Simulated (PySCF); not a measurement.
C5H9F3Si2, SMILES C[Si](C)(C)C#C[Si](F)(F)F at its GFN2-xTB optimised geometry (Å):

```
19

Si    -1.7025    -2.8003    -4.1733
F     -3.2780    -2.8831    -4.3356
F     -1.1990    -4.2956    -4.3335
F     -1.1980    -2.0588    -5.4812
C     -1.1633    -2.0048    -2.6217
C     -0.8059    -1.4774    -1.5929
Si    -0.2548    -0.6644     0.0000
C     -0.9596     1.1050     0.0000
C     -0.9600    -1.7043     1.4314
C      1.6498    -0.6644     0.0000
H     -2.0444     1.0973    -0.0521
H     -0.6776     1.6420     0.9012
H     -0.5951     1.6747    -0.8497
H     -0.5972    -2.7271     1.3915
H     -2.0448    -1.7402     1.3953
H     -0.6765    -1.2922     2.3957
H      2.0440    -1.6747    -0.0575
H      2.0442    -0.1104    -0.8468
H      2.0444    -0.2085     0.9037
```

Method: PySCF 2.14.0 with PBE0/def2-SVP. Cells within 0.4 Å of a nucleus heavier than hydrogen are left out (blank, or x).

Map of the log10 of the electron density (e/bohr³), floored at −4 on the plane z = 1.5 Å:

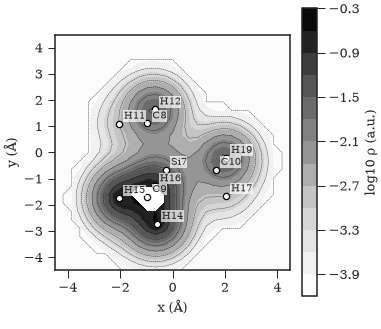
Log10 of the electron density (e/bohr³), floored at −4 on the plane z = 1.5 Å.
